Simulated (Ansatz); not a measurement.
A series of calculations on CH3NO2Si

### Relaxation

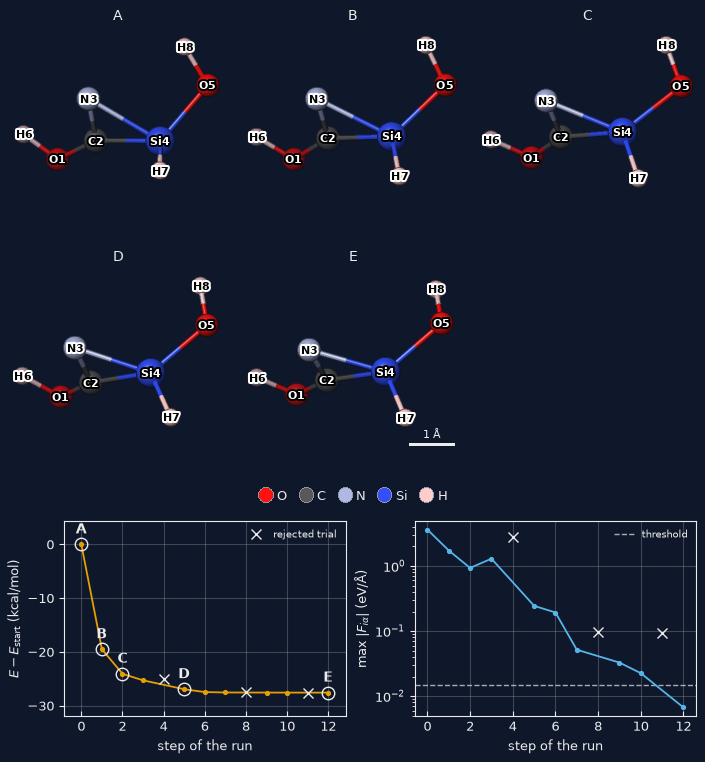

Frames of a relaxation of CH3NO2Si, marked on the history of the run. Style: ball-and-stick. Shown from a free direction.

The run prepares an end point of a later path (torsion) calculation, from a guessed geometry.

All numbers below come from RKS PBE-D4/def2-SVP (Ansatz). Set-up: no spin polarisation; force threshold 0.015 eV/Å; at most 40 steps.

Describe the path.

Over 9 accepted moves (12 points after the start) the energy falls by 27.5 kcal/mol. The largest force component goes from 3.6 to 0.0067 eV/Å. The line search rejected the trial steps at points 4, 8, 11 of the run. The atom that moves furthest after the best rigid fit is H8 (0.59 Å). By element the largest moves are H 0.59 Å, N 0.47 Å, Si 0.45 Å, O 0.28 Å, C 0.09 Å. Some distances before and after: C2–Si4 1.695 → 1.792 Å, N3–Si4 1.877 → 1.795 Å, C2–N3 1.237 → 1.309 Å, O5–H8 1.017 → 0.974 Å. Among the angles between lasting bonds that change: N3–Si4–O5 100.1° → 122.8°, N3–Si4–H7 105.7° → 122.1°, N3–C2–Si4 77.9° → 68.7°. Cost: 44 s on 1 thread of Intel(R) Xeon(R) Processor @ 2.70GHz, with other jobs on the host, peak memory 0.16 GiB. From step 0 to 1: Si4 moves most (0.19 Å), energy −19.5 kcal/mol. From step 1 to 2: Si4 moves most (0.19 Å), energy −4.55 kcal/mol. From step 2 to 5: H8 moves most (0.19 Å), energy −2.88 kcal/mol. From step 5 to 12: H8 moves most (0.14 Å), energy −0.63 kcal/mol.

```json
{"step": "0", "E − E(0), kcal/mol": "0.00", "largest force component, eV/Å": "3.6315", "note": ""}
{"step": "1", "E − E(0), kcal/mol": "-19.49", "largest force component, eV/Å": "1.7337", "note": ""}
{"step": "2", "E − E(0), kcal/mol": "-24.05", "largest force component, eV/Å": "0.9360", "note": ""}
{"step": "3", "E − E(0), kcal/mol": "-25.27", "largest force component, eV/Å": "1.2987", "note": ""}
{"step": "4", "E − E(0), kcal/mol": "-25.10", "largest force component, eV/Å": "2.8411", "note": "rejected"}
{"step": "5", "E − E(0), kcal/mol": "-26.92", "largest force component, eV/Å": "0.2447", "note": ""}
{"step": "6", "E − E(0), kcal/mol": "-27.45", "largest force component, eV/Å": "0.1931", "note": ""}
{"step": "7", "E − E(0), kcal/mol": "-27.52", "largest force component, eV/Å": "0.0517", "note": ""}
{"step": "8", "E − E(0), kcal/mol": "-27.52", "largest force component, eV/Å": "0.0954", "note": "rejected"}
{"step": "9", "E − E(0), kcal/mol": "-27.54", "largest force component, eV/Å": "0.0328", "note": ""}
{"step": "10", "E − E(0), kcal/mol": "-27.55", "largest force component, eV/Å": "0.0225", "note": ""}
{"step": "11", "E − E(0), kcal/mol": "-27.54", "largest force component, eV/Å": "0.0950", "note": "rejected"}
{"step": "12", "E − E(0), kcal/mol": "-27.55", "largest force component, eV/Å": "0.0067", "note": ""}
```

### Relaxation

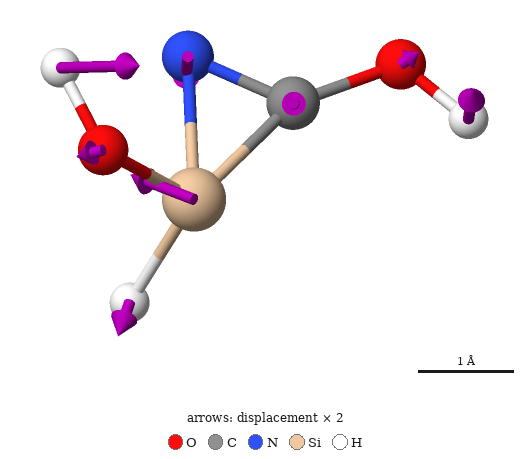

A relaxation of CH₃NO₂Si. The starting structure is drawn; purple arrows show the displacements, 2 times their true length. The two geometries are superimposed by the best rigid fit.

Style: ball-and-stick. Shown at a tilt.

The run prepares an end point of a later path (torsion) calculation, from a guessed geometry.

The calculation used RKS PBE-D4/def2-SVP (Ansatz 0.2.0). (no spin polarisation; force threshold 0.015 eV/Å; at most 40 steps)

**Atoms of which element are displaced furthest, and by how much?**

Hydrogen: up to 0.66 Å, against 0.47 Å for nitrogen.

**Describe the change and its energy.**

The largest move after the best rigid fit is that of an H atom, 0.66 Å. Largest moves by element: H 0.66 Å, N 0.47 Å, Si 0.46 Å, O 0.17 Å, C 0.16 Å. Some distances before and after: C–Si 1.695 → 1.797 Å, N–Si 1.877 → 1.796 Å, C–N 1.237 → 1.304 Å, C–O 1.292 → 1.342 Å. Bond angles that change, for instance: N–Si–O 100.1° → 122.2°, N–Si–H 105.7° → 122.2°, N–C–Si 77.9° → 68.7°. Over 10 accepted moves (12 points after the start) the energy falls by 103.5 kJ/mol. Largest force component: 3.3 eV/Å at the start, 0.011 eV/Å at the end. The line search rejected the trial steps at points 6, 10 of the run.

### Path

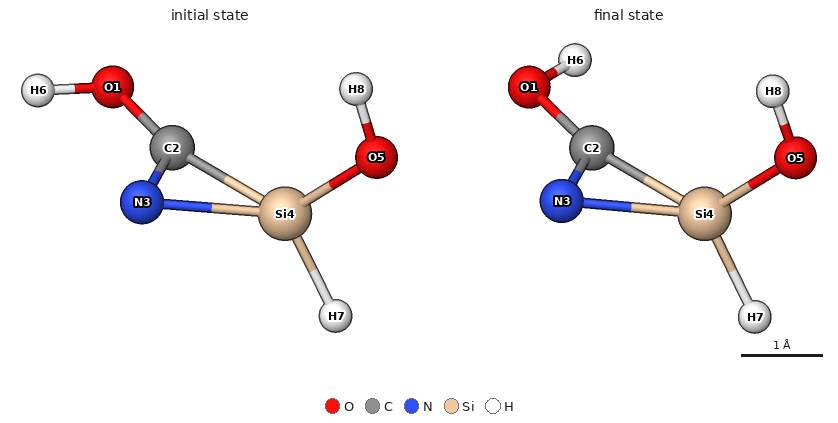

The two relaxed end points of a path for CH₃NO₂Si. A ball-and-stick model, seen at a tilt.

Computed with RKS PBE-D4/def2-SVP in Ansatz 0.2.0.

Settings: 7 movable images; climbing image; force threshold 0.05 eV/Å; iteration limit 60.

Start:
```xyz
8

O    -0.7930    0.9641    1.8131
C    -0.2421    0.2196    0.8575
N     1.0025   -0.1670    0.7316
Si   -0.0066   -0.7370   -0.6394
O     0.1561   -0.1457   -2.1876
H    -0.0623    1.1831    2.4434
H    -0.3678   -2.1671   -0.8114
H     0.4052    0.7929   -2.2631
```

End:
```xyz
8

O    -0.1232    0.9666    2.0255
C     0.1316    0.1973    0.9563
N     1.2818   -0.3107    0.6120
Si    0.0071   -0.7131   -0.5876
O     0.0079   -0.0791   -2.1299
H    -1.0798    1.1624    2.0223
H    -0.5348   -2.0882   -0.7352
H     0.4015    0.8076   -2.2194
```

### What barrier does the band find between them, and by what path?

The highest point, image 4, lies 11.3 kcal/mol above the start and 9.1 kcal/mol above the end; the end is at +2.2 kcal/mol relative to the start. The motion is a rotation about the O1–C2 bond by about 185°. No bond forms or breaks between the ends. Bond angles that change up to the highest image, for instance: C2–O1–H6 106.0° → 109.6°, N3–Si4–H7 122.1° → 120.0°. The band converged in 9 iterations. The largest component of the band force went from 33 to 0.043 eV/Å. The climbing image converged on the top of the path. Its vibrational analysis gives one imaginary mode (576i cm⁻¹), as a transition state must have.

Energies of the converged images:

```csv
image,path (Å),E (kcal/mol)
0,0.00,0.0
1,0.29,0.8
2,0.57,3.9
3,0.86,8.9
4,1.14,11.3
5,1.44,9.2
6,1.73,5.3
7,2.02,2.8
8,2.31,2.2
```

The geometry at the top of the path:

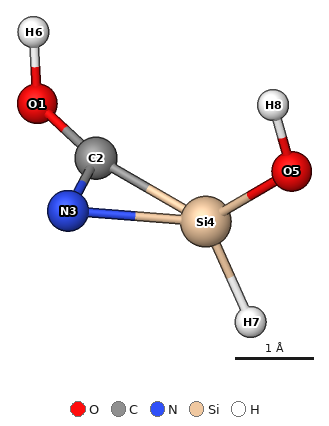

The run took 3 min on 1 thread of Intel(R) Xeon(R) Processor @ 2.70GHz (shared host), peak memory 0.13 GiB.
